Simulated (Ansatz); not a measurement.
```xyz
6

Ga   -0.3808    0.6202    2.1066
N    -1.2161   -0.0415   -0.2405
N    -0.2536    0.9078    0.2322
H    -1.9796    0.4038   -0.7412
H     0.2125    1.4471   -0.4913
H    -0.7964   -0.7481   -0.8375
```

Geometry: B3LYP-D3(BJ)/6-311G**.

The calculation used isolated molecule in a Gaussian basis; Kohn-Sham density functional theory, functional PBE0 (Ansatz).

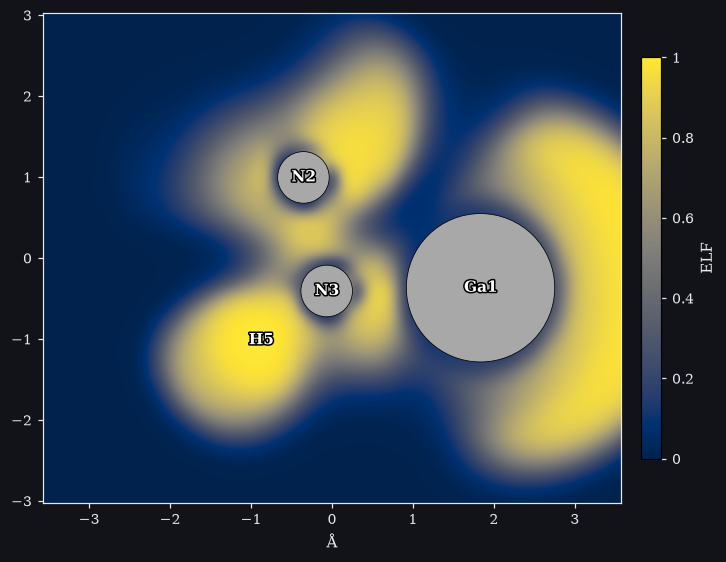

GaH$_{3}$N$_{2}$ (SMILES N[NH][Ga]). Electron localisation function on the plane of atoms Ga1, N3 and N2. Grey discs cover the atomic cores.

What do the fields say about this system?

Answer. The plane passes through Ga, N and H nuclei. N–N (1.43 Å): the ELF peaks at about 0.85 between the atoms, as expected for a covalent bond. Ga–N (1.90 Å): the ELF peaks at about 0.90 in the valence shell of N, 0.6 Å from its nucleus, and is about 0.30 at the midpoint. N–H (1.02 Å): the ELF climbs to about 1 towards the hydrogen, as it does in any bond to H (an ordinary covalent bond to hydrogen). The ELF also peaks beside N2, away from the bonds: lone-pair regions.
